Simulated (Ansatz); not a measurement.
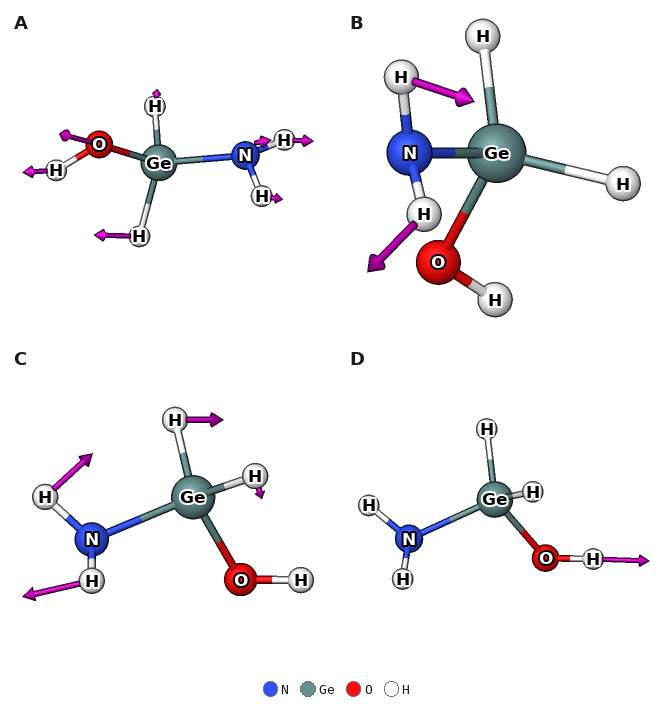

4 normal modes of one molecule or complex, as arrows. Harmonic vibrations computed with RKS PBE0-D4/def2-TZVP (Ansatz 0.2.0) at a stationary point of the same level.

Match the panels to the wavenumbers 130 cm⁻¹, 707 cm⁻¹, 918 cm⁻¹, 3905 cm⁻¹.

Answer. A: 707 cm⁻¹
B: 130 cm⁻¹, a torsion or out-of-plane motion in which bond lengths and bond angles hardly change
C: 918 cm⁻¹, Ge–N–H bending
D: 3905 cm⁻¹, O–H stretching
